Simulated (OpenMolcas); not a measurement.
# P₄: energy and gradient calculation

P₄, SMILES p12p3p1p23, computed with S12h/6-31G, RKS (OpenMolcas 26.06).

The geometry comes from this level: PBE0-D4/def2-TZVP.

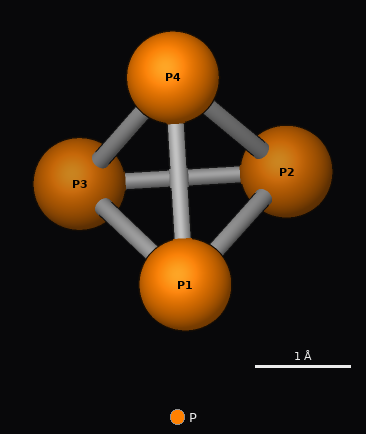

Fig. 1: The input geometry (ball-and-stick view, seen at a tilt; atoms are numbered from 1 in the order of the input).

**Input file**
```
* P4 Kohn-Sham DFT

&GATEWAY
 BASLIB = $CurrDir
 COORD
 4
 angstrom
 P       -0.724800      -0.100000       1.119400
 P        1.294900       0.109800       0.315700
 P       -0.185000      -1.091700      -0.749800
 P       -0.385100       1.081900      -0.685200
 BASIS = 6-31G
 GROUP = NoSym

&SEWARD
 GRIDINPUT
 Grid=UltraFine
 End of Grid

&SCF
 KSDFT = S12H
 PRORBITALS = 0

&ALASKA
```

Launch command:
```bash
export MOLCAS_MEM=1860
pymolcas job.inp > job.log
```

**Output**
```
--- Start Module: gateway ---

                                              &GATEWAY

                       available to each process: 1.9 GB of memory, 1 thread

 Basis Set     1 Label: P.6-31G
 Basis set is read from library:.
 basistype.tbl is not found

++    Symmetry information:
      ---------------------

                    Character Table for C1

                             E
                    a        1  x, y, xy, Rz, z, xz, Ry, yz, Rx, I
--

++    Basis set information:
      ----------------------

      Basis set label: P.6-31G.........

      Electronic valence basis set:
      ------------------
      Associated Effective Charge  15.000000 au
      Associated Actual Charge     15.000000 au
      Nuclear Model: Point charge

      Shell  nPrim  nBasis  Cartesian Spherical Contaminant
         s      16       4        X
         p      10       3        X
--

++    Molecular structure info:
      -------------------------

                    ************************************************
                    **** Cartesian Coordinates / bohr, angstrom ****
                    ************************************************

     Center  Label                x              y              z                     x              y              z
        1      P1              -1.369673      -0.188973       2.115359             -0.724800      -0.100000       1.119400
        2      P2               2.447006       0.207492       0.596587              1.294900       0.109800       0.315700
        3      P3              -0.349599      -2.063014      -1.416917             -0.185000      -1.091700      -0.749800
        4      P4              -0.727734       2.044495      -1.294840             -0.385100       1.081900      -0.685200

                    ***************************************
                    *    InterNuclear Distances / bohr    *
                    ***************************************

               1 P1            2 P2            3 P3            4 P4
    1 P1       0.000000
    2 P2       4.126851        0.000000
    3 P3       4.126688        4.126790        0.000000
    4 P4       4.126733        4.126869        4.126683        0.000000

                    *******************************************
                    *    InterNuclear Distances / angstrom    *
                    *******************************************

               1 P1            2 P2            3 P3            4 P4
    1 P1       0.000000
    2 P2       2.183836        0.000000
    3 P3       2.183749        2.183803        0.000000
    4 P4       2.183773        2.183845        2.183747        0.000000
--

            Nuclear Potential Energy            327.13242412 au

--- Stop Module: gateway /rc=_RC_ALL_IS_WELL_ ---

--- Start Module: seward ---

                                              &SEWARD

                       available to each process: 1.9 GB of memory, 1 thread

               SEWARD will generate:
                  Multipole Moment integrals up to order  2
                  Kinetic Energy integrals
                  Nuclear Attraction integrals (point charge)
                  One-Electron Hamiltonian integrals
                  Velocity integrals
                  Orbital angular momentum around ( -0.0000   0.0000   0.0000 )
                  Velocity quadrupole around ( -0.0000   0.0000   0.0000 )
                  Two-Electron Repulsion integrals

                   Integrals are discarded if absolute value <: 1.00E-14
                   Integral cutoff threshold is set to       <: 1.00E-16

            Nuclear Potential Energy            327.13242412 au

      Basis set specifications :
      Symmetry species         a
      Basis functions           52

--- Stop Module: seward /rc=_RC_ALL_IS_WELL_ ---

--- Start Module: scf ---

                                                &SCF

                       available to each process: 1.9 GB of memory, 1 thread

 ###############################################################################
 ###     Minimized-density-differences option turned off!                    ###
 ###############################################################################
++    Input section:
      --------------

      Header of the integral files:

      Cartesian coordinates in angstrom:
      -----------------------------------------------------
      No.  Label        X            Y            Z
      -----------------------------------------------------
       1   P1        -0.72480000  -0.10000000   1.11940000
       2   P2         1.29490000   0.10980000   0.31570000
       3   P3        -0.18500000  -1.09170000  -0.74980000
       4   P4        -0.38510000   1.08190000  -0.68520000
      -----------------------------------------------------
      Nuclear repulsion energy =  327.13242412
--

++    Orbital specifications:
      -----------------------

      Symmetry species               1
                                     a
      Frozen orbitals                0
      Occupied orbitals             30
      Secondary orbitals            22
      Deleted orbitals               0
      Total number of orbitals      52
      Number of basis functions     52
--

      Molecular charge                           0.000

      Numerical integration parameters
      --------------------------------
      Radial quadrature type:                         MHL
      Size of radial grid:                            99
      Lebedev angular grid:                           41
      Angular grid pruned with the crowding factor:  1.00E+10
                                 and fading factor:  1.00E+01
      Screening threshold for integral computation:   1.00E-11
      Radial quadrature accuracy:                     1.00E-25
      Maximum batch size:                             128
      AO values are stored on disk
      The same grid will be used for all iterations.

      DFT functional specifications
      -----------------------------
      Using Libxc version: 6.2.2
      Please cite the following reference:
      S. Lehtola, C. Steigemann, M. J.T. Oliveira, and M. A.L. Marques.,  SoftwareX 7, 1–5 (2018) doi:10.1016/j.softx.2017.11.002

      * Swart 2012 hybrid exchange
        - M. Swart.,  Chem. Phys. Lett. 580, 166 - 171 (2013) doi:10.1016/j.cplett.2013.06.045
      * Perdew, Burke & Ernzerhof
        - J. P. Perdew, K. Burke, and M. Ernzerhof.,  Phys. Rev. Lett. 77, 3865 (1996) doi:10.1103/PhysRevLett.77.3865
        - J. P. Perdew, K. Burke, and M. Ernzerhof.,  Phys. Rev. Lett. 78, 1396 (1997) doi:10.1103/PhysRevLett.78.1396

++    Optimization specifications:
      ----------------------------

      SCF Algorithm: Conventional
      D(i)-D(i-1) density differences are used
      Number of density matrices in core                 5
      Maximum number of NDDO SCF iterations            400
      Maximum number of HF SCF iterations              400
      Threshold for SCF energy change             1.00E-09
      Threshold for density matrix                1.00E-04
      Threshold for Fock matrix                   1.50E-04
      Threshold for linear dependence             1.00E-09
      Threshold at which DIIS is turned on        1.50E-01
      Maximum depth in the DIIS procedure                5
      Maximum depth in the BFGS Hessian update          30
      Threshold at which QNR/C2DIIS is turned on  7.50E-02
      Threshold for Norm(delta) (QNR/C2DIIS)      1.00E-03
      All orbitals punched on: SCFORB
--

      Input vectors read from INPORB
      Orbital file label: *Guess orbitals

++ Convergence information
                                   S12H       iterations: Energy and convergence statistics

Iter     Tot. S12H       One-elec.       Two-elec.     Energy      Max Dij or  Max Fij      DNorm      TNorm      AccCon     Time
         Energy          Energy          Energy        Change      Delta Norm                                                in Sec.

 The total and one-electron energies are shifted by a value of      1000. a.u.

   1  -364.693548112 -1596.849536372   905.023564143   0.00E+00    6.32E-01*   2.90E-01*    1.12E+01   2.17E+02   None         0.
   2  -365.064376627 -1616.995038494   924.798237749  -3.71E-01*   2.56E-01*   8.04E-02*    4.61E+00   2.20E+02   EDIIS        0.
   3  -365.128429359 -1603.313268095   911.052414619  -6.41E-02*   8.70E-02*   3.82E-02*    2.36E+00   2.18E+02   EDIIS        0.
   4  -365.162336070 -1610.680188826   918.385428638  -3.39E-02*   5.30E-03*   9.38E-03*    7.85E-01   2.19E+02   c2DIIS       0.
   5  -365.166642596 -1608.835290730   916.536224017  -4.31E-03*   1.01E-03*   1.69E-04*    8.37E-02   2.19E+02   QNRc2DIIS    0.
   6  -365.166642898 -1608.829310745   916.530243729  -3.03E-07*   6.39E-04    1.48E-04     7.37E-03   2.19E+02   QNRc2DIIS    0.
   7  -365.166643138 -1608.829260284   916.530193028  -2.40E-07*   2.96E-04    6.66E-05     4.07E-03   2.19E+02   QNRc2DIIS    0.
   8  -365.166643218 -1608.832280668   916.533213332  -8.01E-08*   2.29E-05    7.50E-06     2.20E-03   2.19E+02   QNRc2DIIS    0.
   9  -365.166643219 -1608.831375327   916.532307990  -9.97E-10    9.47E-07    2.75E-07     1.48E-04   2.19E+02   QNRc2DIIS    0.

       Convergence after   9 Iterations
--

 *****************************************************************************************************************************
 *                                             SCF/KS-DFT Program, Final results                                             *
 *                                                       Final Results                                                       *
 *****************************************************************************************************************************

::    Total KS-DFT energy                           -1365.1666432193
      One-electron energy                           -2608.8313753268
      Two-electron energy                             916.5323079900
      Nuclear repulsion energy                        327.1324241175
      Kinetic energy (interpolated)                  1364.2383716995
      Virial theorem                                    1.0006804321
      Total spin, S(S+1)                                0.0000000000
      Total spin, S                                     0.0000000000
      Max non-diagonal density matrix element           0.0000006876
      Max non-diagonal Fock matrix element              0.0000000816

      No orbitals printed

++    Molecular charges:
      ------------------

      Mulliken charges per centre
      ---------------------------

                P1      P2      P3      P4
      Total   15.0000 15.0000 15.0000 15.0000

      N-E     -0.0000  0.0000 -0.0000  0.0000

      Total electronic charge=   60.000000

      Total            charge=   -0.000000
--

++    Molecular properties:
      ---------------------

      Charge (e):
                      =   -0.0000
      Dipole Moment (debye):
      Origin of the operator (angstrom)=   -0.0000    0.0000    0.0000
                   X= -3.4549E-05               Y= -1.4285E-05               Z= -1.8699E-05           Total=  4.1802E-05
      Quadrupole Moment (debye*angstrom):
      Origin of the operator (angstrom)=   -0.0000    0.0000    0.0000
                  XX= -5.3984E+01              XY= -7.4049E-05              XZ=  1.6802E-04              YY= -5.3985E+01
                  YZ= -1.3749E-04              ZZ= -5.3984E+01
      In traceless form (debye*angstrom)
                  XX=  8.8853E-04              XY= -1.1107E-04              XZ=  2.5203E-04              YY= -5.8462E-04
                  YZ= -2.0624E-04              ZZ= -3.0391E-04
--

--- Stop Module: scf /rc=_RC_ALL_IS_WELL_ ---
--- Module scf spent 3 seconds ---

--- Start Module: alaska ---

                                              &ALASKA

                       available to each process: 1.9 GB of memory, 1 thread

                     Threshold for contributions to the gradient: 1.000E-07

                    ********************************************
                    * Symmetry Adapted Cartesian Displacements *
                    ********************************************

           Irreducible representation : a
           Basis function(s) of irrep: x, y, xy, Rz, z, xz, Ry, yz, Rx, I

 Basis Label        Type   Center Phase
   1   P1           x         1     1
   2   P1           y         1     1
   3   P1           z         1     1
   4   P2           x         2     1
   5   P2           y         2     1
   6   P2           z         2     1
   7   P3           x         3     1
   8   P3           y         3     1
   9   P3           z         3     1
  10   P4           x         4     1
  11   P4           y         4     1
  12   P4           z         4     1

                     No automatic utilization of translational and rotational invariance of the energy is employed.

 Rotational correction to the DFT gradient is turned off due to close-to-degeneracy problems!

 DFT contribution computed for a moving grid.

 Conventional ERI gradients!

 **************************************************
 *              Molecular gradients               *
 **************************************************

  Irreducible representation: a
 ------------------------------------------------------------------------------------------
                              X                       Y                       Z
 ------------------------------------------------------------------------------------------
  P1                5.13101472319910E-02    7.07223285792713E-03   -7.92707187273507E-02
  P2               -9.16558835150880E-02   -7.77557996529366E-03   -2.23488231844238E-02
  P3                1.30894942887014E-02    7.73273177292779E-02    5.31048915806647E-02
  P4                2.72562419943778E-02   -7.66239706219167E-02    4.85146503311178E-02
 ------------------------------------------------------------------------------------------

--- Stop Module: alaska /rc=_RC_ALL_IS_WELL_ ---
--- Module alaska spent 3 seconds ---

.##################.
.# Happy landing! #.
.##################.

    Timing: Wall=7.57 User=6.83 System=0.66
```

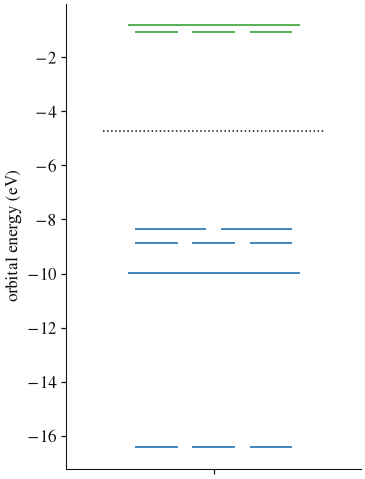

Fig. 2: Orbital energies near the frontier; the dotted line parts filled from empty levels, and levels within 0.02 eV of each other stand side by side. Highest filled −8.37 eV, lowest empty −1.07 eV, 7.30 eV apart.

**Results in brief**

```csv
quantity,value
outcome,converged
total energy,−1365.166643 hartree
basis functions,52
largest force,4.870 eV/Å
HOMO,−8.37 eV
LUMO,−1.07 eV
dipole moment,0.00 debye
hardware,"1 thread of Arm Neoverse V2, 24 GiB of memory available, shared host"
wall time,7.8 s
peak memory,0.39 GiB
```
